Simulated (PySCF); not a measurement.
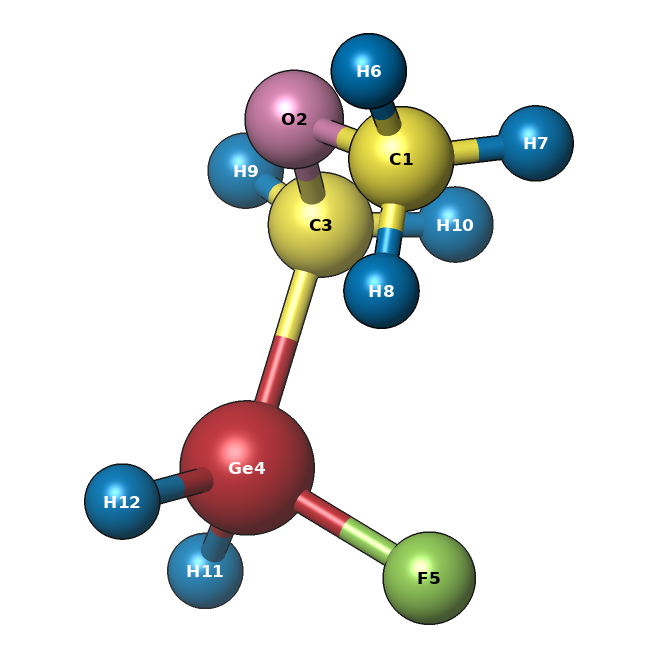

The geometry was computed by an optimisation with GFN2-xTB. No frequency run is at hand to confirm it as a minimum. Properties computed with B3LYP/pcJ-1 (pcSseg-1 on Ge) indirect spin-spin coupling, non-relativistic, gas phase (PySCF 2.14.0). Isotopes: 13C, 19F, 1H, 17O.

Give the spin–spin coupling constants of these pairs, with the number of bonds between them: C3/F5, F5/H11, F5/H12, O2/F5, F5/H9, F5/H10.

```tsv
pair	bonds apart	J (Hz)
C3, F5	2	8.6
F5, H11	2	38.0
F5, H12	2	35.2
O2, F5	3	1.0
F5, H9	3	15.3
F5, H10	3	−0.9
```

Density functionals are unreliable for couplings to fluorine, so those rows may be far off.

The geometry is semi-empirical. Around Ge such bond lengths and angles can be off by a tenth of an ångström or more and by several degrees, and values that hang on the shape move with them.
